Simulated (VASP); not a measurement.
Band structure of ScTa (space group Pmma). These are PBE GGA, VASP's PBE PAW potentials (set 64) (plane waves; VASP) values and carry that method's errors.

Unless said otherwise, spin-orbit coupling is left out, though it shifts the bands of the heavy elements here.

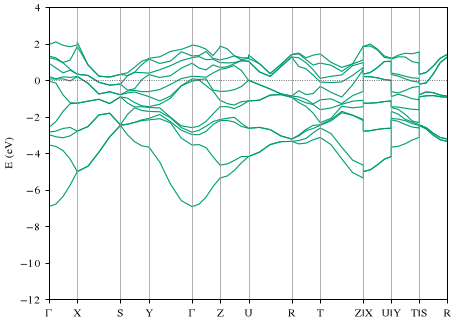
Fig. 1. Bands along high-symmetry lines, zero at the valence-band maximum or, without a gap, the Fermi level

Q: Read the plot: is there a gap, and where are the band edges?

A: It has no gap at this level: it comes out as a metal or semimetal.

The structure was generated: ScTa was put into an ordered model structure, which need not be its known phase. The cell was not relaxed at this level. The k-mesh is coarse (spacing up to 0.39 per Å, 2π included), so the numbers may not be converged in it.
